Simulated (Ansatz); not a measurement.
**AlH₄ (doublet): correlated methods under varied settings at scale of all distances = 1.110**

What do other methods and options give for AlH₄ (doublet) at this geometry, and how long do they take?

The runs use Ansatz 0.2.0, Gaussian basis; the settings change from run to run.

20 further runs of the same task are left out: 5 for a known fault of the program, 10 that didn't finish, 5 set aside as unsound or not needed.

### Step 1. The system

The geometry derives from a PBE0/def2-TZVP stationary point (not a proven minimum). All distances are scaled together.

5 atoms, charge 0, spin multiplicity 2.

Atoms are counted from 1 here; the program's logs count them from 0.

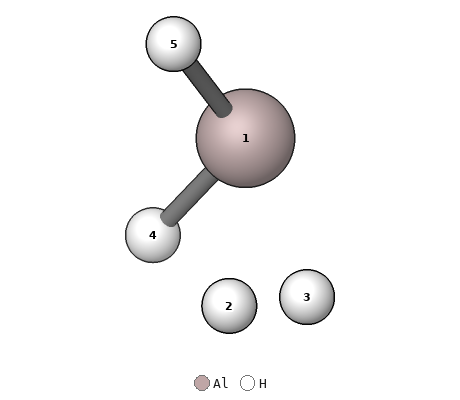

The structure; aluminium light grey, hydrogen white; atoms are numbered from 1 in the order of the file.

### Step 2. CASCI(5,6)/STO-3G

in.yaml reads:

```yaml
crystal:
  periodic: [false, false, false]
  atoms:
    - {symbol: Al, position_ang: [-0.066452, 0.000163, -0.147373]}
    - {symbol: H, position_ang: [0.498082, 0.002000, 2.204207]}
    - {symbol: H, position_ang: [-0.351943, -0.009886, 2.171591]}
    - {symbol: H, position_ang: [0.813964, 1.535474, -0.209565]}
    - {symbol: H, position_ang: [0.818750, -1.531944, -0.221212]}
basis:
  gaussian: {orbitals: STO-3G, fitting: {mean_field: def2-universal-jkfit}}
magnetization: {spin_polarized: false, initial_magnetization: 1}
correlation: {active_space: {window: {electrons: 5, orbitals: 6}, fixed_orbitals: true}}
output: {forces: true}
```

Run with:

```
$ ansatz run in.yaml --threads 1 --pin off --events-out ev --progress --plain --max-ram 2393MiB
```

Output:

```text
Functional definition: HF
  name "HF"
  cite "Fock, Z. Phys. 61, 126 (1930) doi:10.1007/BF01340294"
  parent pbe
  exchange = exact_x
  correlation = 0
200 factors; integrals over basis functions are off by at most 7.0e-3 eV
mean field evaluation 1: about -6560.1306 eV, gradient 1.1e1 eV
mean field evaluation 2: about -6561.1633 eV, gradient 3.0e0 eV
mean field evaluation 4: about -6561.3894 eV, gradient 1.3e-1 eV
mean field -6561.38956653 eV, -241.1266191004 hartree, gradient 9.6e-7 eV, S^2 0.750000; 0 other end points of the search recorded, 0 dependent functions left out
reference -6561.38956653 eV, -241.1266191004 hartree; 9, 8 occupied and 4, 5 virtual orbitals, 200 factors
state -6561.93065333 eV, -241.1465036734 hartree
the calculation of the forces begins
Total energy: -6561.93065333 eV, -241.1465036734 hartree
Atom 0 at    -0.066452     0.000163    -0.147373 Å, force     3.189194     0.037551    -0.828829 eV/Å
Atom 1 at     0.498082     0.002000     2.204207 Å, force    -4.932438    -0.064509     0.109809 eV/Å
Atom 2 at    -0.351943    -0.009886     2.171591 Å, force     5.000396     0.061000     0.409634 eV/Å
Atom 3 at     0.813964     1.535474    -0.209565 Å, force    -1.629575    -3.421841     0.140296 eV/Å
Atom 4 at     0.818750    -1.531944    -0.221212 Å, force    -1.627578     3.387799     0.169091 eV/Å
Dipole moment:    -0.380403    -0.000607     0.106690 e Å
```

Run time: 0.09 s. Hardware: 1 thread of Arm Neoverse V2, shared host.

From the report: 300 determinants; active occupations 1.98, 1.98, 1.00, 0.02, 0.01, 0.00.

### Step 3. HF/6-31G

Changes to in.yaml since step 2:

```diff
@@ -9,5 +9,5 @@
 basis:
-  gaussian: {orbitals: STO-3G, fitting: {mean_field: def2-universal-jkfit}}
+  gaussian: {orbitals: 6-31G}
 magnetization: {spin_polarized: false, initial_magnetization: 1}
-correlation: {active_space: {window: {electrons: 5, orbitals: 6}, fixed_orbitals: true}}
-output: {forces: true}
+hamiltonian: {xc: hf}
+output: {forces: true, orbitals: {seedname: orbitals}}
```

Launched as before.

Output, shortened:

```text
Functional definition: HF
  name "HF"
  cite "Fock, Z. Phys. 61, 126 (1930) doi:10.1007/BF01340294"
  parent pbe
[...]
266 factors; integrals over basis functions are off by at most 1.0e-3 eV
[...]
mean field -6642.12765118 eV, -244.0936889850 hartree, gradient 2.1e-5 eV, S^2 0.750000; 0 other end points of the search recorded, 0 dependent functions left out
[...]
reference -6642.12765118 eV, -244.0936889850 hartree; 9, 8 occupied and 12, 13 virtual orbitals, 266 factors
Total energy: -6642.12765118 eV, -244.0936889850 hartree
Atom 0 at    -0.066452     0.000163    -0.147373 Å, force     1.369326     0.003821    -0.514613 eV/Å
Atom 1 at     0.498082     0.002000     2.204207 Å, force    -3.089694    -0.043917     0.046829 eV/Å
Atom 2 at    -0.351943    -0.009886     2.171591 Å, force     3.137614     0.042860     0.284738 eV/Å
Atom 3 at     0.813964     1.535474    -0.209565 Å, force    -0.706429    -1.405711     0.085795 eV/Å
Atom 4 at     0.818750    -1.531944    -0.221212 Å, force    -0.710816     1.402947     0.097250 eV/Å
Dipole moment:    -0.225774    -0.000715     0.177195 e Å
```

Run time: 0.15 s. Hardware: 1 thread of Arm Neoverse V2, shared host.

### Step 4. CISD/def2-mTZVP

Changes to in.yaml since step 3:

```diff
@@ -9,5 +9,4 @@
 basis:
-  gaussian: {orbitals: 6-31G}
+  gaussian: {orbitals: def2-mTZVP}
 magnetization: {spin_polarized: false, initial_magnetization: 1}
-hamiltonian: {xc: hf}
-output: {forces: true, orbitals: {seedname: orbitals}}
+correlation: {active_space: {ras: {orbitals: [3, 1, 25], electrons: 7, max_holes: 2, max_particles: 2}, fixed_orbitals: true}}
```

The command is unchanged.

Output:

```text
Functional definition: HF
  name "HF"
  cite "Fock, Z. Phys. 61, 126 (1930) doi:10.1007/BF01340294"
  parent pbe
  exchange = exact_x
  correlation = 0
340 factors; integrals over basis functions are off by at most 1.1e-3 eV
mean field evaluation 1: about -6641.9796 eV, gradient 8.7e0 eV
mean field evaluation 2: about -6642.1695 eV, gradient 9.2e0 eV
mean field evaluation 4: about -6643.0330 eV, gradient 6.1e-1 eV
mean field evaluation 8: about -6643.0471 eV, gradient 1.5e-1 eV
mean field -6643.04736808 eV, -244.1274879579 hartree, gradient 2.8e-6 eV, S^2 0.750000; 0 other end points of the search recorded, 0 dependent functions left out
reference -6643.04736808 eV, -244.1274879579 hartree; 9, 8 occupied and 25, 26 virtual orbitals, 340 factors
state -6645.31981971 eV, -244.2109990149 hartree
Total energy: -6645.31981971 eV, -244.2109990149 hartree
```

It took 0.39 s on 1 thread of Arm Neoverse V2, shared host.

From the report: 15,329 determinants.

### Step 5. CASSCF(5,3)/STO-3G

Changes to in.yaml since step 4:

```diff
@@ -9,4 +9,4 @@
 basis:
-  gaussian: {orbitals: def2-mTZVP}
+  gaussian: {orbitals: STO-3G}
 magnetization: {spin_polarized: false, initial_magnetization: 1}
-correlation: {active_space: {ras: {orbitals: [3, 1, 25], electrons: 7, max_holes: 2, max_particles: 2}, fixed_orbitals: true}}
+correlation: {active_space: {window: {electrons: 5, orbitals: 3}}}
```

Same command.

Output:

```text
Functional definition: HF
  name "HF"
  cite "Fock, Z. Phys. 61, 126 (1930) doi:10.1007/BF01340294"
  parent pbe
  exchange = exact_x
  correlation = 0
141 factors; integrals over basis functions are off by at most 8.3e-5 eV
mean field evaluation 1: about -6560.1201 eV, gradient 1.1e1 eV
mean field evaluation 2: about -6560.1264 eV, gradient 1.1e1 eV
mean field evaluation 4: about -6561.3271 eV, gradient 1.4e0 eV
mean field evaluation 8: about -6561.3802 eV, gradient 1.3e-4 eV
mean field -6561.38023221 eV, -241.1262760704 hartree, gradient 1.8e-6 eV, S^2 0.750000; 0 other end points of the search recorded, 0 dependent functions left out
reference -6561.38023221 eV, -241.1262760704 hartree; 9, 8 occupied and 4, 5 virtual orbitals, 141 factors
state -6561.38023221 eV, -241.1262760704 hartree
Total energy: -6561.38023221 eV, -241.1262760704 hartree
```

Run time: 0.06 s. Hardware: 1 thread of Arm Neoverse V2, shared host.

From the report: 3 determinants; active occupations 2.00, 2.00, 1.00. With so small a space the active step adds no correlation: the energy is the mean field's.

### Step 6. CCSD(T) on UHF/6-31G

Changes to in.yaml since step 5:

```diff
@@ -9,4 +9,6 @@
 basis:
-  gaussian: {orbitals: STO-3G}
-magnetization: {spin_polarized: false, initial_magnetization: 1}
-correlation: {active_space: {window: {electrons: 5, orbitals: 3}}}
+  gaussian: {orbitals: 6-31G}
+magnetization: {spin_polarized: true, initial_magnetization: 1}
+correlation: {method: ccsd_t, electrons: all, diis_vectors: 2}
+scf: {lower_state_search: off}
+output: {forces: true}
```

Same command.

Output, shortened:

```text
Functional definition: HF
  name "HF"
  cite "Fock, Z. Phys. 61, 126 (1930) doi:10.1007/BF01340294"
  parent pbe
[...]
266 factors; integrals over basis functions are off by at most 1.0e-3 eV
[...]
mean field -6642.14389863 eV, -244.0942860677 hartree, gradient 9.7e-7 eV, S^2 0.753159; 0 other end points of the search recorded, 0 dependent functions left out
reference -6642.14389863 eV, -244.0942860677 hartree; 9, 8 occupied and 12, 13 virtual orbitals, 266 factors
second order -1.49256992 eV of doubles, -0.00000000 eV of singles
cycle   1  -1.91029775 eV  change   -4.2e-1 eV  update   6.1e-2
[...]
cycle  14  -2.17020157 eV  change    5.5e-7 eV  update   1.0e-6
perturbative correction -0.02469504 eV, -0.0009075261 hartree
[...]
Total energy: -6644.33879524 eV, -244.1749470304 hartree
Atom 0 at    -0.066452     0.000163    -0.147373 Å, force     0.968058     0.003098    -0.476527 eV/Å
Atom 1 at     0.498082     0.002000     2.204207 Å, force    -2.380900    -0.034042     0.081836 eV/Å
Atom 2 at    -0.351943    -0.009886     2.171591 Å, force     2.436952     0.033256     0.233379 eV/Å
Atom 3 at     0.813964     1.535474    -0.209565 Å, force    -0.510582    -0.996908     0.076602 eV/Å
Atom 4 at     0.818750    -1.531944    -0.221212 Å, force    -0.513527     0.994596     0.084710 eV/Å
Dipole moment:    -0.160070    -0.000622     0.171667 e Å
Checks for a lower state left out: starts, cluster_reference, orbital_swaps, neighbouring_geometries, increment
```

It took 0.72 s on 1 thread of Arm Neoverse V2, shared host.

From the report: ⟨S²⟩ of the determinant 0.753 (pure doublet: 0.75); correlation -2.1949 eV; T1 0.009; largest double amplitude 0.05.

### Step 7. The runs in one table

Where basis and cores are those of an earlier FCI/6-31G run (-6644.2669 eV), and the state is the same kind, the miss against it is given.

| level | correlated | functions | energy (eV) | from FCI (meV) | time |
| --- | --- | --- | --- | --- | --- |
| CASCI(5,6)/STO-3G |  | 13 | -6561.9307 |  | 0.09 s |
| HF/6-31G |  | 21 | -6642.1277 | 2139.3 | 0.15 s |
| CISD/def2-mTZVP | valence | 34 | -6645.3198 |  | 0.39 s |
| CASSCF(5,3)/STO-3G |  | 13 | -6561.3802 |  | 0.06 s |
| CCSD(T) on UHF/6-31G | all | 21 | -6644.3388 |  | 0.72 s |

### Step 8. What came out

| quantity | value |
| --- | --- |
| runs | 5 |
| quickest | CASSCF(5,3)/STO-3G, 0.06 s |
| slowest | CCSD(T) on UHF/6-31G, 0.72 s |

**Reading.** Total energies in different bases, with other cores or another treatment of relativity can't be set against each other. CCSD(T) on UHF/6-31G took 12 times as long as CASSCF(5,3)/STO-3G; the jobs differ in more than the method. Hartree-Fock, CASSCF and CASCI lack dynamic correlation by design.
